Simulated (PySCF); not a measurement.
**YSF: single-point calculation**

- system: YSF
- method: RKS-wb97x/sbkjc (PySCF 2.14.0)

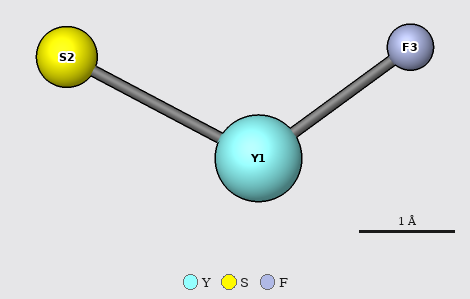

The input geometry (ball-and-stick view, seen on its broad side; atoms are numbered from 1 in the order of the input). Sticks mark near contacts. Bond lengths as drawn: F–Y 1.99 Å and S–Y 2.30 Å.

Results in brief:

| quantity | value |
| --- | --- |
| outcome | converged |
| SCF energy | −72.626837 hartree |
| dipole moment | 9.10 D |
| hardware | 1 CPU thread, shared host |
| wall time | 7.9 s |

Input:
```python
from pyscf import gto, dft

mol = gto.M(
    atom='Y -0.342 0.2112 0.2507; S 0.5563 -0.3435 -1.795; F 0.6621 -0.4089 1.8514',
    basis='sbkjc',
    ecp={'Y': 'sbkjc', 'S': 'sbkjc', 'F': 'sbkjc'},
    charge=0,
    spin=0,
    verbose=3,
)
mf = dft.RKS(mol, xc='wb97x')
mf.level_shift = 0.3
mf.kernel()
mf.mulliken_pop()
mf.dip_moment()
print('orbital energies (hartree):', mf.mo_energy[..., max(0, mol.nelec[1]-3):mol.nelec[0]+3].round(4))
```

Command:
```bash
OMP_NUM_THREADS=1 python input.py
```

Output:
```
converged SCF energy = -72.6268369366068
 ** Mulliken pop  **
pop of  0 Y 4s            1.01200
pop of  0 Y 5s            0.33703
pop of  0 Y 6s           -0.02345
pop of  0 Y 7s            0.99335
pop of  0 Y 4px           1.16415
pop of  0 Y 4py           1.16220
pop of  0 Y 4pz           1.18680
pop of  0 Y 5px           0.09602
pop of  0 Y 5py           0.10588
pop of  0 Y 5pz           0.16038
pop of  0 Y 6px           0.00520
pop of  0 Y 6py           0.00367
pop of  0 Y 6pz           0.01813
pop of  0 Y 7px           0.83588
pop of  0 Y 7py           0.83573
pop of  0 Y 7pz           0.83059
pop of  0 Y 4dxy          0.06267
pop of  0 Y 4dyz          0.18693
pop of  0 Y 4dz^2         0.18459
pop of  0 Y 4dxz          0.24467
pop of  0 Y 4dx2-y2       0.05699
pop of  0 Y 5dxy          0.05533
pop of  0 Y 5dyz          0.20297
pop of  0 Y 5dz^2         0.18553
pop of  0 Y 5dxz          0.19431
pop of  0 Y 5dx2-y2       0.06280
pop of  0 Y 6dxy          0.00529
pop of  0 Y 6dyz          0.02811
pop of  0 Y 6dz^2         0.03334
pop of  0 Y 6dxz          0.02619
pop of  0 Y 6dx2-y2       0.00646
pop of  1 S 3s            1.56602
pop of  1 S 4s            0.21423
pop of  1 S 3px           1.13335
pop of  1 S 3py           1.09595
pop of  1 S 3pz           1.14238
pop of  1 S 4px           0.42016
pop of  1 S 4py           0.42694
pop of  1 S 4pz           0.22495
pop of  2 F 2s            1.47598
pop of  2 F 3s            0.47127
pop of  2 F 2px           1.39153
pop of  2 F 2py           1.37697
pop of  2 F 2pz           1.38601
pop of  2 F 3px           0.47595
pop of  2 F 3py           0.49116
pop of  2 F 3pz           0.44740
 ** Mulliken atomic charges  **
charge of    0Y =      0.74024
charge of    1S =     -0.22398
charge of    2F =     -0.51626
Dipole moment(X, Y, Z, Debye): -6.86366,  4.23853,  4.20212
orbital energies (hartree): [-0.3195 -0.3134 -0.3059 -0.0418  0.0047  0.0066]
```
